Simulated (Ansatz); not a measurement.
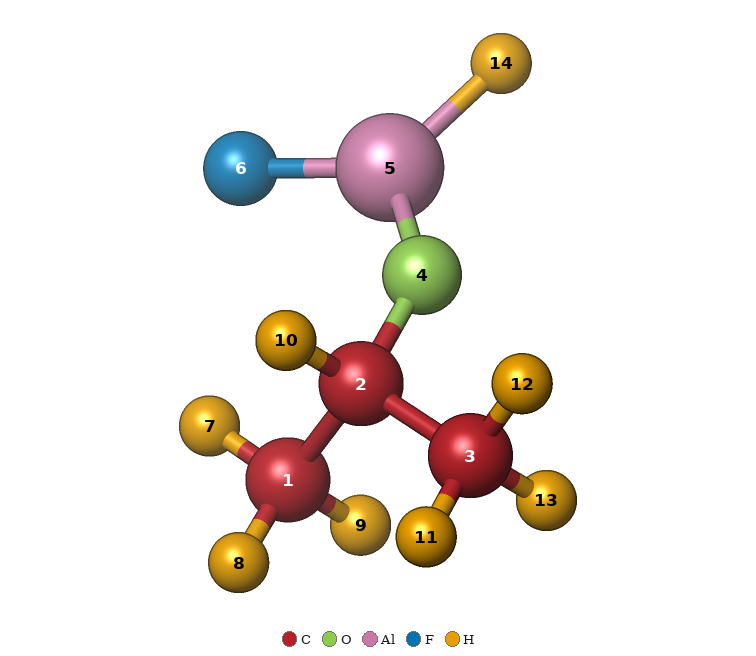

Numbered structure. The computed structure is the end point of a PBE0-D4/def2-TZVP optimisation.

Estimate the angles C1–C2–C3, C1–C2–O4, C1–C2–H10, C2–C1–H7, C2–C1–H9, C2–C3–H12, C2–C3–H13, C2–O4–Al5, C3–C2–H10, O4–Al5–F6, O4–Al5–H14, F6–Al5–H14.

```
     angle  degrees
  C1–C2–C3    112.1
  C1–C2–O4    111.0
 C1–C2–H10    108.5
  C2–C1–H7    111.0
  C2–C1–H9    110.1
 C2–C3–H12    110.5
 C2–C3–H13    110.2
 C2–O4–Al5    140.6
 C3–C2–H10    108.5
 O4–Al5–F6    120.9
O4–Al5–H14    120.0
F6–Al5–H14    119.1
```
